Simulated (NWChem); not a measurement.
# B2NH4 (SMILES B[N]B): USVWN5/MINI

What is the electronic atomisation energy of B2NH4 at USVWN5/MINI? 

Program for the calculation: NWChem 7.3.0.

## (1) Starting point

B2NH4 has 7 atoms, charge 0, and is taken as a doublet. SMILES: `B[N]B`. The shape is that of a PBE0-D4/def2-TZVP optimisation.

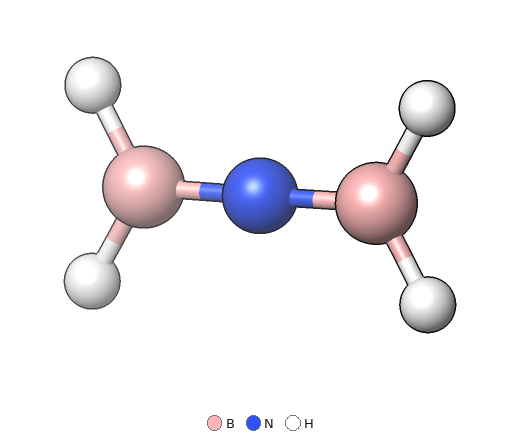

Viewed from a chosen angle; boron pink, nitrogen blue, hydrogen white.

## (2) The energy at USVWN5/MINI (run 1)

Input file b2h4n.xyz:

```xyz
7
B2H4N
B     -1.116900     0.208400    -0.746200
N      0.009000    -0.016800    -0.009000
B      1.134500    -0.230000     0.732300
H     -1.409700    -0.541000    -1.640600
H     -1.814200     1.157300    -0.499400
H      1.422300     0.533400     1.616700
H      1.836300    -1.179100     0.500500
```

Input file b2h4n.nw:

```
start b2h4n
title "B2H4N"
memory total 2200 mb
charge 0

geometry units angstroms noautosym nocenter noautoz
 load format xyz b2h4n.xyz
end

basis spherical bse
 * library MINI
end

dft
 xc slater vwn_5
 mult 2
 grid fine
 convergence energy 1e-08
 maxiter 100
 mulliken
 print low
end

task dft energy
```

The run is started by

```sh
$ nwchem b2h4n.nw > b2h4n.out
```

The program printed:

```text
[...]
 d= 0,ls=0.0,diis     1   -104.8515820036 -1.56D+02  2.73D-02  6.96D-02     0.3
[...]
 d= 0,ls=0.0,diis     8   -104.8956566088  7.55D-09  5.75D-06  1.53D-08     1.1
[...]
         Total DFT energy =     -104.895656608786
      One electron energy =     -240.609087526250
           Coulomb energy =       99.152499668429
    Exchange-Corr. energy =      -14.942742634778
 Nuclear repulsion energy =       51.503673883812
[...]
      Total Density - Mulliken Population Analysis
     ---------------------------------------------
    Atom       Charge   Shell Charges
 -----------   ------   -------------------------------------------------------
    1 B    5     5.00   1.99  0.94  2.07
    2 N    7     7.46   1.99  1.58  3.89
    3 B    5     5.00   1.99  0.94  2.07
    4 H    1     0.89   0.89
    5 H    1     0.89   0.89
    6 H    1     0.89   0.89
    7 H    1     0.89   0.89
[...]
      <S2> =      0.7534 (Exact =     0.7500)
[...]
```

It took 1.8 s on 1 thread of Intel Xeon Platinum 8488C (Sapphire Rapids), shared host; peak memory 0.11 GiB.

## (3) The B atom, same level (run 2)

Input file mol.nw:

```
start mol
title "B SVWN5"
memory total 2200 mb

geometry units bohr noautosym nocenter noautoz
  B      0.00000000     0.00000000     0.00000000
end

basis spherical bse
  * library MINI
end

dft
  xc slater vwn_5
  mult 2
  grid fine
  convergence energy 1e-08
  iterations 100
  mulliken
  noprint "final vectors analysis"
end

task dft
```

The run is started by

```sh
$ nwchem mol.nw > mol.out
```

The program printed:

```text
[...]
          Wavefunction type:  spin polarized.
          No. of atoms     :     1
          No. of electrons :     5
[...]
          Charge           :     0
          Spin multiplicity:     2
[...]
          AO basis - number of functions:     5
[...]
              XC Information
              --------------
                        Slater Exchange Functional  1.000 local
                      VWN V Correlation Functional  1.000 local
[...]
 d= 0,ls=0.0,diis     1    -24.1879959154 -2.42D+01  3.64D-13  2.89D-24     0.0
[...]
  Singularity in Pulay matrix. Error and Fock matrices removed.
 d= 0,ls=0.5,diis     2    -24.1879959154  7.11D-15  1.14D-13  1.63D-25     0.1
[...]
         Total DFT energy =      -24.187996410100
      One electron energy =      -32.205767837795
           Coulomb energy =       11.594612284536
    Exchange-Corr. energy =       -3.576840856842
 Nuclear repulsion energy =        0.000000000000
[...]
      Total Density - Mulliken Population Analysis
     ---------------------------------------------
    Atom       Charge   Shell Charges
 -----------   ------   -------------------------------------------------------
    1 B    5     5.00   2.00  2.00  1.00
     --------------------------------------------
      Spin Density - Mulliken Population Analysis
     --------------------------------------------
    Atom       Charge   Shell Charges
 -----------   ------   -------------------------------------------------------
    1 B    5     1.00  -0.00 -0.00  1.00
[...]
      <S2> =      0.7500 (Exact =     0.7500)
[...]
```

Wall time 0.68 s (1 thread of Intel Xeon Platinum 8488C (Sapphire Rapids), shared host); peak memory 0.1 GiB.

Run 3 isn't shown in full; the table further down has it.

## (4) The N atom at the same level (run 4)

Input file mol.nw:

```
start mol
memory stack 880 mb heap 220 mb global 1100 mb

geometry noautosym nocenter noautoz
N      0.000000     0.000000     0.000000
end

basis spherical bse
* library MINI
end

dft
xc slater vwn_5
mult 4
grid fine
convergence energy 1e-08
maxiter 100
mulliken
print low
end

task dft energy
```

Run the same way, it converges to -53.77798 Eh (log not shown).

## (5) All runs side by side

| run | partner | energy (Eh) | ⟨S²⟩ | wall time |
| --- | --- | --- | --- | --- |
| 1 | base | -104.895657 | 0.753 | 1.8 s |
| 2 | atoms | -24.187996 | 0.750 | 0.68 s |
| 3 | atoms | -0.474451 | 0.750 | 0.71 s |
| 4 | atoms | -53.777980 | 3.750 | 0.69 s |

## (6) What came out

Level: USVWN5/MINI.

```
                     quantity         value
         N atom: total energy  -53.77798 Eh
                 N atom: ⟨S²⟩         3.750
electronic atomisation energy     22.963 eV
```

What this shows: Taking the molecule apart into free atoms costs 22.96 eV (2216 kJ/mol), before zero-point energy and without spin-orbit coupling. In a minimal basis such a difference can be off by several eV, whatever the method. In runs 1, 2, 3, 4 the basis is minimal, so the values are rough. All runs together took 3.8 s, the longest 1.8 s.
